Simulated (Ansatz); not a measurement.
# AsHF (quartet): B2PLYP, RPA-PBE over vertical spin and charge gaps, cc-pVDZ

Aim: run AsHF (quartet) with these functionals over vertical spin and charge gaps, and hold them against the top wave-function level at the same points.

Method: cc-pVDZ, all electrons in the functionals, frozen cores in the correlation of double hybrids and RPA; program: Ansatz 0.2.0, Gaussian basis.

The runs, in order: B2PLYP, RPA-PBE, at charge 0, quartet; charge 0, doublet; charge 0, sextet; charge 1, triplet; charge 1, quintet.

3 further runs of the same task are left out: 3 set aside as unsound or not needed. Runs told in other sessions of the task aren't counted.

### Step 1. What is computed

The geometry is a PBE0/def2-TZVP stationary point (not a proven minimum). No spin-orbit coupling is included. The filled d shell of As may be among the frozen orbitals whatever the setting's name suggests.

3 atoms, charge 0, spin multiplicity 4.

Atoms are counted from 1 here; the program's logs count them from 0.

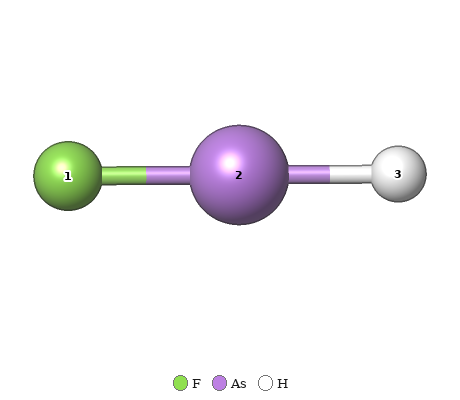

The structure; fluorine green, arsenic purple, hydrogen white; atoms are numbered from 1 in the order of the file.

As a file:

```xyz
3
charge 0, multiplicity 4
F     0.0000    0.0000    1.7587
As    0.0000    0.0000   -0.0416
H     0.0000    0.0000   -1.7171
```

No dispersion term is added.

The geometry shown and the zero of energy belong to the point charge 0, quartet. The yardstick, RCCSDTQ, and other wave-function levels (R restricted, U unrestricted, valence and pair active spaces) come from earlier runs.

### Step 2. B2PLYP, charge 0, quartet

File in.yaml:

```yaml
crystal:
  periodic: [false, false, false]
  atoms:
    - {symbol: F, position_ang: [0.000000, 0.000000, 1.758700]}
    - {symbol: As, position_ang: [0.000000, 0.000000, -0.041600]}
    - {symbol: H, position_ang: [0.000000, 0.000000, -1.717100]}
basis:
  gaussian: {orbitals: cc-pVDZ}
magnetization: {spin_polarized: true, initial_magnetization: 3}
hamiltonian: {xc: {name: B2PLYP}}
correlation: {electrons: outside_noble_gas}
```

Run with:

```
> ansatz run in.yaml --threads 1 --pin off --events-out ev --progress --plain --max-ram 4096MiB --backend cpu
```

Standard output:

```text
Functional definition: B2PLYP
  name "B2PLYP"
  cite "Grimme, J. Chem. Phys. 124, 034108 (2006) doi:10.1063/1.2148954"
  cite "Becke, Phys. Rev. A 38, 3098 (1988) doi:10.1103/PhysRevA.38.3098"
  cite "Lee, Yang & Parr, Phys. Rev. B 37, 785 (1988) doi:10.1103/PhysRevB.37.785"
  parameter a = 0.53
  parameter c = 0.27
  exchange = (1 - a)*b88_x + a*exact_x
  correlation = (1 - c)*lyp_c + c*(mp2_os + mp2_ss)
502 factors; integrals over basis functions are off by at most 1.0e-3 eV
mean field evaluation 1: about -63553.4586 eV, gradient 1.6e1 eV
mean field evaluation 2: about -63553.4642 eV, gradient 1.6e1 eV
mean field evaluation 4: about -63554.5100 eV, gradient 2.0e0 eV
mean field evaluation 8: about -63554.5476 eV, gradient 5.3e-2 eV
mean field evaluation 16: about -63554.5477 eV, gradient 8.6e-6 eV
mean field -63554.54766256 eV, -2335.5865477793 hartree, gradient 8.7e-6 eV, S^2 3.765639; 0 other end points of the search recorded, 0 dependent functions left out
15 core orbitals not correlated: weight in the atoms' cores, before any rotation towards them, 0.998 or more for the frozen orbitals, at most 0.001 for the correlated occupied ones
reference -63554.54776670 eV, -2335.5865516065 hartree; 8, 5 occupied and 23, 26 virtual orbitals, 502 factors
second order -8.83875683 eV of doubles, -0.00000000 eV of singles
Total energy: -63556.93423105 eV, -2335.6742525536 hartree
```

Wall time 1.4 s (1 thread of AMD EPYC 7R13, shared host).

From the report: ⟨S²⟩ of the determinant 3.766 (pure quartet: 3.75).

### Step 3. B2PLYP, charge 0, doublet

in.yaml: that of step 2 with these lines changed.

```diff
@@ -8,3 +8,3 @@
   gaussian: {orbitals: cc-pVDZ}
-magnetization: {spin_polarized: true, initial_magnetization: 3}
+magnetization: {spin_polarized: true, initial_magnetization: 1}
 hamiltonian: {xc: {name: B2PLYP}}
```

The command is unchanged.

Standard output (excerpt; [...] marks lines left out):

```text
Functional definition: B2PLYP
  name "B2PLYP"
  cite "Grimme, J. Chem. Phys. 124, 034108 (2006) doi:10.1063/1.2148954"
  cite "Becke, Phys. Rev. A 38, 3098 (1988) doi:10.1103/PhysRevA.38.3098"
  cite "Lee, Yang & Parr, Phys. Rev. B 37, 785 (1988) doi:10.1103/PhysRevB.37.785"
[...]
502 factors; integrals over basis functions are off by at most 1.0e-3 eV
[...]
mean field -63553.79214519 eV, -2335.5587830283 hartree, gradient 2.1e-6 eV, S^2 1.776987; 7 other end points of the search recorded, 0 dependent functions left out
15 core orbitals not correlated: weight in the atoms' cores, before any rotation towards them, 0.998 or more for the frozen orbitals, at most 0.001 for the correlated occupied ones
reference -63553.79224988 eV, -2335.5587868756 hartree; 7, 6 occupied and 24, 25 virtual orbitals, 502 factors
second order -9.03940934 eV of doubles, -0.00000000 eV of singles
Total energy: -63556.23289041 eV, -2335.6484787605 hartree
```

Run time: 7.5 s. Hardware: 1 thread of AMD EPYC 7R13, shared host.

From the report: ⟨S²⟩ of the determinant 1.777 (pure doublet: 0.75). The determinant of B2PLYP (⟨S²⟩ 1.78) is far from a pure spin state, so its energy mixes those of several spin states; that is harmless only where they are near-degenerate.

From charge 0, quartet: +0.701 eV.

### Step 4. B2PLYP, charge 0, sextet

in.yaml: that of step 3 with these lines changed.

```diff
@@ -8,3 +8,3 @@
   gaussian: {orbitals: cc-pVDZ}
-magnetization: {spin_polarized: true, initial_magnetization: 1}
+magnetization: {spin_polarized: true, initial_magnetization: 5}
 hamiltonian: {xc: {name: B2PLYP}}
```

Launched as before.

Standard output (excerpt; [...] marks lines left out):

```text
Functional definition: B2PLYP
  name "B2PLYP"
  cite "Grimme, J. Chem. Phys. 124, 034108 (2006) doi:10.1063/1.2148954"
  cite "Becke, Phys. Rev. A 38, 3098 (1988) doi:10.1103/PhysRevA.38.3098"
  cite "Lee, Yang & Parr, Phys. Rev. B 37, 785 (1988) doi:10.1103/PhysRevB.37.785"
[...]
502 factors; integrals over basis functions are off by at most 1.0e-3 eV
[...]
mean field -63543.91302265 eV, -2335.1957319711 hartree, gradient 4.8e-6 eV, S^2 8.754099; 2 other end points of the search recorded, 0 dependent functions left out
15 core orbitals not correlated: weight in the atoms' cores, before any rotation towards them, 0.993 or more for the frozen orbitals, at most 0.007 for the correlated occupied ones
reference -63543.91312684 eV, -2335.1957358001 hartree; 9, 4 occupied and 22, 27 virtual orbitals, 502 factors
second order -6.83945051 eV of doubles, -0.00000000 eV of singles
Total energy: -63545.75977848 eV, -2335.2635989960 hartree
```

It took 2.5 s on 1 thread of AMD EPYC 7R13, shared host.

From the report: ⟨S²⟩ of the determinant 8.754 (pure sextet: 8.75).

From charge 0, quartet: +11.174 eV.

### Step 5. B2PLYP, charge 1, triplet

in.yaml: that of step 4 with these lines changed.

```diff
@@ -8,3 +8,4 @@
   gaussian: {orbitals: cc-pVDZ}
-magnetization: {spin_polarized: true, initial_magnetization: 5}
+total_charge: 1
+magnetization: {spin_polarized: true, initial_magnetization: 2}
 hamiltonian: {xc: {name: B2PLYP}}
```

The command is unchanged.

Standard output (excerpt; [...] marks lines left out):

```text
Functional definition: B2PLYP
  name "B2PLYP"
  cite "Grimme, J. Chem. Phys. 124, 034108 (2006) doi:10.1063/1.2148954"
  cite "Becke, Phys. Rev. A 38, 3098 (1988) doi:10.1103/PhysRevA.38.3098"
  cite "Lee, Yang & Parr, Phys. Rev. B 37, 785 (1988) doi:10.1103/PhysRevB.37.785"
[...]
502 factors; integrals over basis functions are off by at most 1.0e-3 eV
[...]
mean field -63544.83208431 eV, -2335.2295068642 hartree, gradient 5.2e-6 eV, S^2 2.021919; 3 other end points of the search recorded, 0 dependent functions left out
15 core orbitals not correlated: weight in the atoms' cores, before any rotation towards them, 0.999 or more for the frozen orbitals, at most 0.001 for the correlated occupied ones
reference -63544.83218214 eV, -2335.2295104595 hartree; 7, 5 occupied and 24, 26 virtual orbitals, 502 factors
second order -9.30545313 eV of doubles, -0.00000000 eV of singles
Total energy: -63547.34465449 eV, -2335.3218421152 hartree
```

Wall time 2.2 s (1 thread of AMD EPYC 7R13, shared host).

From the report: ⟨S²⟩ of the determinant 2.022 (pure triplet: 2.00).

From charge 0, quartet: +9.590 eV.

### Step 6. B2PLYP, charge 1, quintet

in.yaml: that of step 5 with these lines changed.

```diff
@@ -9,3 +9,3 @@
 total_charge: 1
-magnetization: {spin_polarized: true, initial_magnetization: 2}
+magnetization: {spin_polarized: true, initial_magnetization: 4}
 hamiltonian: {xc: {name: B2PLYP}}
```

Same command.

Standard output (excerpt; [...] marks lines left out):

```text
Functional definition: B2PLYP
  name "B2PLYP"
  cite "Grimme, J. Chem. Phys. 124, 034108 (2006) doi:10.1063/1.2148954"
  cite "Becke, Phys. Rev. A 38, 3098 (1988) doi:10.1103/PhysRevA.38.3098"
  cite "Lee, Yang & Parr, Phys. Rev. B 37, 785 (1988) doi:10.1103/PhysRevB.37.785"
[...]
502 factors; integrals over basis functions are off by at most 1.0e-3 eV
[...]
mean field -63541.33649580 eV, -2335.1010463560 hartree, gradient 6.3e-6 eV, S^2 6.012425; 7 other end points of the search recorded, 0 dependent functions left out
15 core orbitals not correlated: weight in the atoms' cores, before any rotation towards them, 0.995 or more for the frozen orbitals, at most 0.005 for the correlated occupied ones
reference -63541.33659099 eV, -2335.1010498541 hartree; 8, 4 occupied and 23, 27 virtual orbitals, 502 factors
second order -6.48126710 eV of doubles, -0.00000000 eV of singles
Total energy: -63543.08653311 eV, -2335.1653590407 hartree
```

Run time: 4.2 s. Hardware: 1 thread of AMD EPYC 7R13, shared host.

From the report: ⟨S²⟩ of the determinant 6.012 (pure quintet: 6.00).

From charge 0, quartet: +13.848 eV.

### Step 7. RPA-PBE, charge 0, quartet

File in.yaml:

```yaml
crystal:
  periodic: [false, false, false]
  atoms:
    - {symbol: F, position_ang: [0.000000, 0.000000, 1.758700]}
    - {symbol: As, position_ang: [0.000000, 0.000000, -0.041600]}
    - {symbol: H, position_ang: [0.000000, 0.000000, -1.717100]}
basis:
  gaussian: {orbitals: cc-pVDZ}
magnetization: {spin_polarized: true, initial_magnetization: 3}
hamiltonian: {xc: {name: PBE}}
correlation: {method: rpa, electrons: outside_noble_gas}
```

Same command.

Standard output (excerpt; [...] marks lines left out):

```text
Functional definition: PBE
  name "PBE"
  cite "Perdew, Burke & Ernzerhof, Phys. Rev. Lett. 77, 3865 (1996) doi:10.1103/PhysRevLett.77.3865"
  parent pbe
[...]
502 factors; integrals over basis functions are off by at most 1.0e-3 eV
[...]
mean field -63558.71085169 eV, -2335.7395421582 hartree, gradient 2.9e-6 eV, S^2 3.752790; 0 other end points of the search recorded, 0 dependent functions left out
15 core orbitals not correlated: weight in the atoms' cores, before any rotation towards them, 0.998 or more for the frozen orbitals, at most 0.002 for the correlated occupied ones
reference -63513.16063094 eV, -2334.0656024207 hartree; 8, 5 occupied and 23, 26 virtual orbitals, 502 factors
Total energy: -63525.03954687 eV, -2334.5021445292 hartree
```

Wall time 1.1 s (1 thread of AMD EPYC 7R13, shared host).

From the report: ⟨S²⟩ of the determinant 3.753 (pure quartet: 3.75).

### Step 8. RPA-PBE, charge 0, doublet

in.yaml: that of step 7 with these lines changed.

```diff
@@ -8,3 +8,3 @@
   gaussian: {orbitals: cc-pVDZ}
-magnetization: {spin_polarized: true, initial_magnetization: 3}
+magnetization: {spin_polarized: true, initial_magnetization: 1}
 hamiltonian: {xc: {name: PBE}}
```

Launched as before.

Standard output (excerpt; [...] marks lines left out):

```text
Functional definition: PBE
  name "PBE"
  cite "Perdew, Burke & Ernzerhof, Phys. Rev. Lett. 77, 3865 (1996) doi:10.1103/PhysRevLett.77.3865"
  parent pbe
[...]
502 factors; integrals over basis functions are off by at most 1.0e-3 eV
[...]
mean field -63558.23543861 eV, -2335.7220710496 hartree, gradient 1.5e-6 eV, S^2 1.526476; 16 other end points of the search recorded, 0 dependent functions left out
15 core orbitals not correlated: weight in the atoms' cores, before any rotation towards them, 0.998 or more for the frozen orbitals, at most 0.001 for the correlated occupied ones
reference -63511.66791813 eV, -2334.0107462367 hartree; 7, 6 occupied and 24, 25 virtual orbitals, 502 factors
Total energy: -63524.55734333 eV, -2334.4844238757 hartree
```

It took 10 s on 1 thread of AMD EPYC 7R13, shared host.

From the report: ⟨S²⟩ of the determinant 1.526 (pure doublet: 0.75). The determinant of RPA-PBE (⟨S²⟩ 1.53) is far from a pure spin state, so its energy mixes those of several spin states; that is harmless only where they are near-degenerate.

From charge 0, quartet: +0.482 eV.

### Step 9. RPA-PBE, charge 0, sextet

in.yaml: that of step 8 with these lines changed.

```diff
@@ -8,3 +8,3 @@
   gaussian: {orbitals: cc-pVDZ}
-magnetization: {spin_polarized: true, initial_magnetization: 1}
+magnetization: {spin_polarized: true, initial_magnetization: 5}
 hamiltonian: {xc: {name: PBE}}
```

The command is unchanged.

Standard output (excerpt; [...] marks lines left out):

```text
Functional definition: PBE
  name "PBE"
  cite "Perdew, Burke & Ernzerhof, Phys. Rev. Lett. 77, 3865 (1996) doi:10.1103/PhysRevLett.77.3865"
  parent pbe
[...]
502 factors; integrals over basis functions are off by at most 1.0e-3 eV
[...]
mean field -63547.72532687 eV, -2335.3358315671 hartree, gradient 8.3e-7 eV, S^2 8.751759; 11 other end points of the search recorded, 0 dependent functions left out
15 core orbitals not correlated: weight in the atoms' cores, before any rotation towards them, 0.996 or more for the frozen orbitals, at most 0.003 for the correlated occupied ones
reference -63502.96006268 eV, -2333.6907384514 hartree; 9, 4 occupied and 22, 27 virtual orbitals, 502 factors
Total energy: -63514.43293852 eV, -2334.1123588617 hartree
```

Run time: 5.5 s. Hardware: 1 thread of AMD EPYC 7R13, shared host.

From the report: ⟨S²⟩ of the determinant 8.752 (pure sextet: 8.75).

From charge 0, quartet: +10.607 eV.

### Step 10. RPA-PBE, charge 1, triplet

in.yaml: that of step 9 with these lines changed.

```diff
@@ -8,3 +8,4 @@
   gaussian: {orbitals: cc-pVDZ}
-magnetization: {spin_polarized: true, initial_magnetization: 5}
+total_charge: 1
+magnetization: {spin_polarized: true, initial_magnetization: 2}
 hamiltonian: {xc: {name: PBE}}
```

The command is unchanged.

Standard output (excerpt; [...] marks lines left out):

```text
Functional definition: PBE
  name "PBE"
  cite "Perdew, Burke & Ernzerhof, Phys. Rev. Lett. 77, 3865 (1996) doi:10.1103/PhysRevLett.77.3865"
  parent pbe
[...]
502 factors; integrals over basis functions are off by at most 1.0e-3 eV
[...]
mean field -63549.21770155 eV, -2335.3906753252 hartree, gradient 8.0e-6 eV, S^2 2.006301; 4 other end points of the search recorded, 0 dependent functions left out
15 core orbitals not correlated: weight in the atoms' cores, before any rotation towards them, 0.999 or more for the frozen orbitals, at most 0.001 for the correlated occupied ones
reference -63503.14636750 eV, -2333.6975850270 hartree; 7, 5 occupied and 24, 26 virtual orbitals, 502 factors
Total energy: -63515.71458339 eV, -2334.1594584418 hartree
```

Run time: 2.4 s. Hardware: 1 thread of AMD EPYC 7R13, shared host.

From the report: ⟨S²⟩ of the determinant 2.006 (pure triplet: 2.00).

From charge 0, quartet: +9.325 eV.

### Step 11. RPA-PBE, charge 1, quintet

in.yaml: that of step 10 with these lines changed.

```diff
@@ -9,3 +9,3 @@
 total_charge: 1
-magnetization: {spin_polarized: true, initial_magnetization: 2}
+magnetization: {spin_polarized: true, initial_magnetization: 4}
 hamiltonian: {xc: {name: PBE}}
```

The command is unchanged.

Standard output (excerpt; [...] marks lines left out):

```text
Functional definition: PBE
  name "PBE"
  cite "Perdew, Burke & Ernzerhof, Phys. Rev. Lett. 77, 3865 (1996) doi:10.1103/PhysRevLett.77.3865"
  parent pbe
[...]
502 factors; integrals over basis functions are off by at most 1.0e-3 eV
[...]
mean field -63544.56568302 eV, -2335.2197167974 hartree, gradient 5.0e-6 eV, S^2 6.002689; 9 other end points of the search recorded, 0 dependent functions left out
15 core orbitals not correlated: weight in the atoms' cores, before any rotation towards them, 0.995 or more for the frozen orbitals, at most 0.004 for the correlated occupied ones
reference -63500.68003940 eV, -2333.6069491411 hartree; 8, 4 occupied and 23, 27 virtual orbitals, 502 factors
Total energy: -63511.57174945 eV, -2334.0072121028 hartree
```

Wall time 4.6 s (1 thread of AMD EPYC 7R13, shared host).

From the report: ⟨S²⟩ of the determinant 6.003 (pure quintet: 6.00).

From charge 0, quartet: +13.468 eV.

### Step 12. Against the wave-function levels

The yardstick is RCCSDTQ, where the cluster series has nearly closed. It comes from earlier runs at the same points. Energies in eV, counted from charge 0, quartet; blanks weren't run or aren't comparable.

```
  level  quartet to doublet  quartet to sextet  ionisation to the triplet cation  ionisation to the quintet cation
RCCSDTQ               1.065             11.002                             9.560                            13.547
 B2PLYP                                 11.174                             9.590                            13.848
RPA-PBE                                 10.607                             9.325                            13.468
```

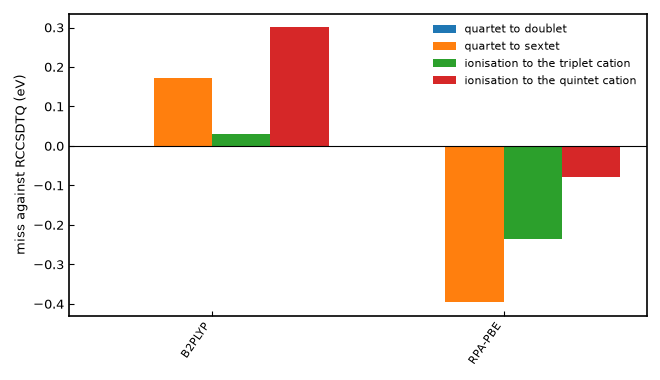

Misses of the gaps against RCCSDTQ.

Largest miss and mean time a point (RCCSDTQ took 1.9 min a point; shared hosts):

```
  level  largest miss (eV)                             where  time a point
 B2PLYP             +0.301  ionisation to the quintet cation         3.5 s
RPA-PBE             -0.396                 quartet to sextet         4.7 s
```

### Step 13. Summary of results

```
                                 quantity                                         value
              quartet to doublet, RCCSDTQ                                      1.065 eV
               quartet to sextet, RCCSDTQ                                     11.002 eV
ionisation to the triplet cation, RCCSDTQ                                      9.560 eV
ionisation to the quintet cation, RCCSDTQ                                     13.547 eV
                     largest miss, B2PLYP  +0.301 eV (ionisation to the quintet cation)
                    largest miss, RPA-PBE                 -0.396 eV (quartet to sextet)
```

In words: Of the functionals, B2PLYP keep the smallest largest miss at the points compared (at most 0.301 eV) and RPA-PBE strays most (0.396 eV, at quartet to sextet). B2PLYP, RPA-PBE clearly break the spin symmetry at some points (⟨S²⟩ up to 1.03 above the pure value), so energy there is bought with a mixed spin. Functionals and the yardstick converge differently with the basis, so part of each miss in cc-pVDZ is the basis.
